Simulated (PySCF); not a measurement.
## Electronic structure of C5H10OS2 (SMILES CSCSCC(C)=O) in real space

```csv
atom,x (Å),y (Å),z (Å)
C,-3.4400,0.4284,0.0702
S,-2.0416,0.7797,1.1694
C,-0.9976,-0.6364,0.7332
S,-0.3148,-0.5334,-0.9497
C,0.9133,0.7894,-0.6561
C,2.0470,0.1059,0.0683
C,3.0639,-0.5380,-0.8316
O,2.0769,0.0355,1.2721
H,-3.9545,-0.4662,0.4107
H,-3.0645,0.2964,-0.9413
H,-4.1044,1.2842,0.1172
H,-1.5828,-1.5512,0.7809
H,-0.1726,-0.6634,1.4426
H,1.1971,1.1743,-1.6320
H,0.4263,1.5537,-0.0497
H,3.6493,0.2414,-1.3171
H,3.7270,-1.1770,-0.2551
H,2.5633,-1.1170,-1.6044
```

Geometry: GFN2-xTB.

The calculation used PBE0/pcSseg-1, SCF density, in a methanol solvent model, non-relativistic in PySCF 2.14.0.

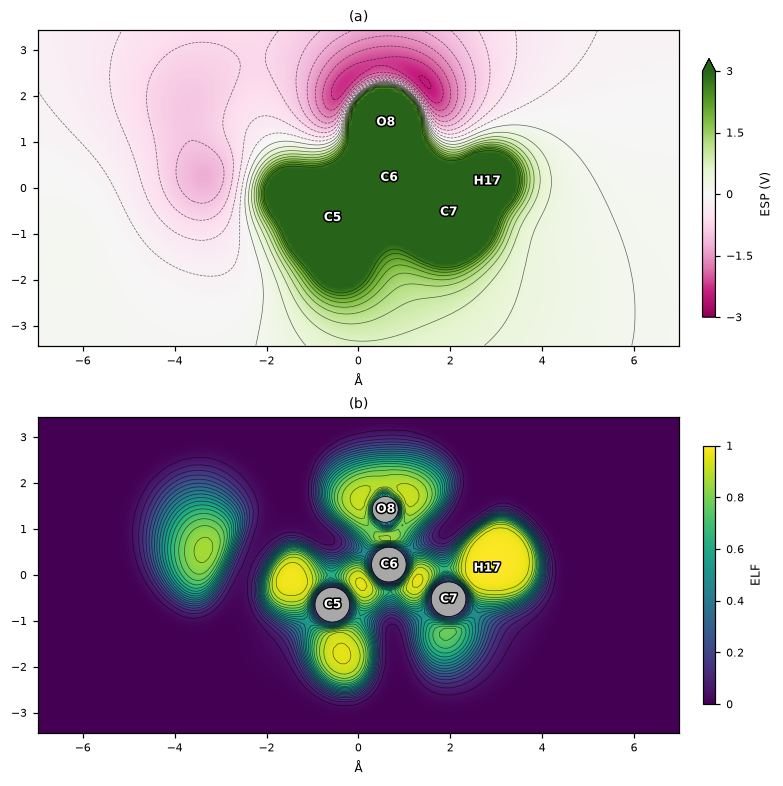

Figure 1. (a) electrostatic potential; (b) ELF on the plane of atoms C5, C6 and C7. Grey discs cover the atomic cores in the ELF map.

Q: What do the fields say about this system?

A: The section cuts through C, O and H sites.
C–O (1.21 Å): the ELF peaks at about 0.85 between the atoms; a multiple bond.
C–C (1.50 Å): the ELF peaks at about 0.95 between the atoms (a covalent bond).
C–H (1.09 Å): the ELF climbs to about 1 towards the hydrogen, as it does in any bond to H: a covalent bond by its length.
The ELF also peaks beside O8, away from the bonds: lone-pair regions.
Outside the dense part of the molecule the potential is most negative (−2.5 V) near O8.

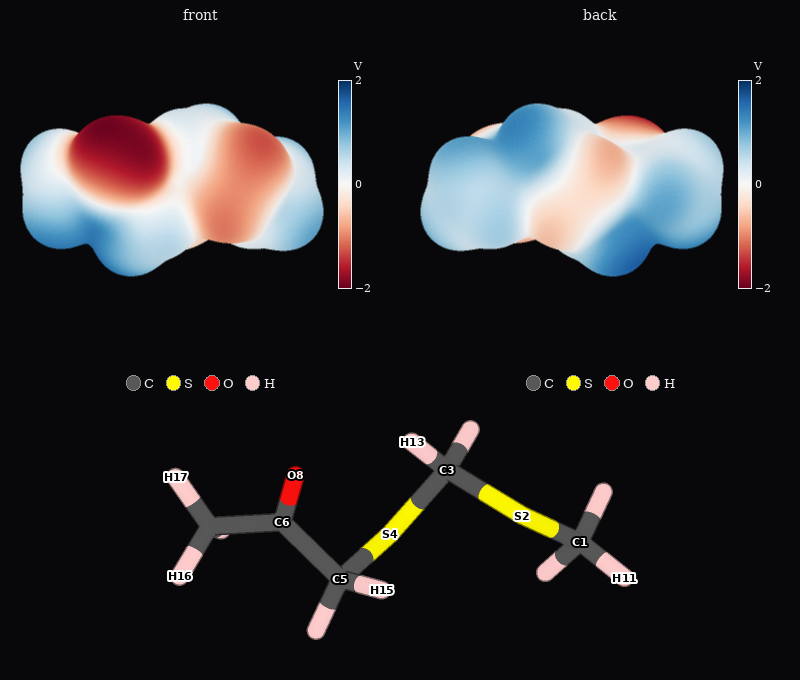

Figure 2. The molecular electrostatic potential painted on the density surface at 0.002 e/bohr³, seen from the front and from behind; red is negative and blue positive. The bare structure is drawn below in the same view.

Q: Which sites attract a positive test charge, and which a negative one?

A: A positive charge is drawn to the negative regions and a negative charge to the positive ones. The most negative region (about −1.9 V) lies over O8, the most positive (about +1.6 V) over H14. O8 is the likeliest acceptor of a hydrogen bond.

Q: What dipole moment does the calculation give?

A: Its dipole moment is 3.58 D.

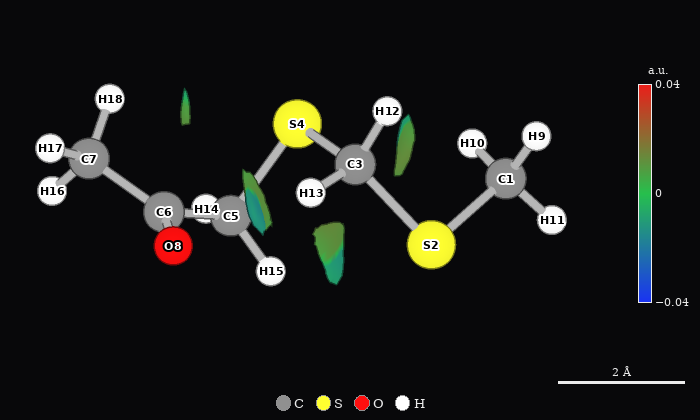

Figure 3. Non-covalent interaction (NCI) plot: the surface where the reduced density gradient is 0.5, for densities under 0.05 a.u., coloured by sign(λ₂)ρ; seen from one side.

Q: Identify the weak interactions.

A: Between H13 on one side and O8 on the other: a weak contact, attractive (blue-green) on one side and crowded (olive to red) on the other; near H10, C1 and S4: mostly steric crowding (olive to red); near H15, C5 and S2: mostly steric crowding (olive to red); near H18, C7 and S4: mostly steric crowding (olive to red).
